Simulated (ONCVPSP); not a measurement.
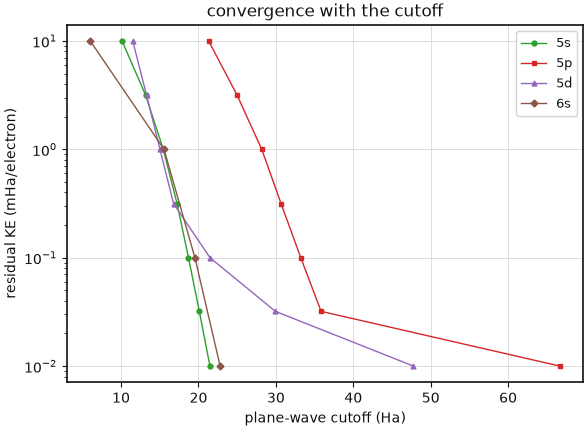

Residual kinetic energy of the pseudo-waves (the first of each channel, and further valence shells) beyond the plane-wave cutoff, as the generator prints it.

ONCVPSP 4.0.1 input (lines: element, Z, core and valence counts, functional; n l f; lmax; l rc ep ncon nbas qcut; lloc lpopt rc5 dvloc0; l nproj debl; icmod fcfact rcfact), PBEsol, scalar-relativistic:

```
  Re 75.00   10    4  -116133      upf
    1    0    2.00
    2    0    2.00
    2    1    6.00
    3    0    2.00
    3    1    6.00
    3    2   10.00
    4    0    2.00
    4    1    6.00
    4    2   10.00
    4    3   14.00
    5    0    2.00
    5    1    6.00
    5    2    5.00
    6    0    2.00
    2
    0    1.90    0.00    4    7    7.00
    1    1.60    0.00    5    9    8.50
    2    1.70    0.00    5    9    5.70
    4    3    1.25    0.00
    0    2    3.20
    1    2    1.30
    2    1    2.20
    0    0.00    0.00
```

In the p channel the program set the typed energies aside and used -1.728, 0.250 Ha.

Q: Which cutoffs does the potential need for its occupied states?

A: 28 Ha for 1 mHa and 33 Ha for 0.1 mHa per electron. The first is set by 5p.

Q: Which wave is the hardest at 1 mHa per electron, and which settings govern it?

A: 5p, with rc = 1.60 bohr and qcut = 8.5 1/bohr. The optimisation minimises, but can't always remove, the kinetic energy above qcut²/2 = 36.1 Ha, and a larger rc would as a rule soften the wave at some cost in transferability.

Q: At which cutoff does each wave reach 1 mHa per electron?

A: 5p: 28 Ha; 6s: 16 Ha; 5s: 15 Ha; 5d: 15 Ha.
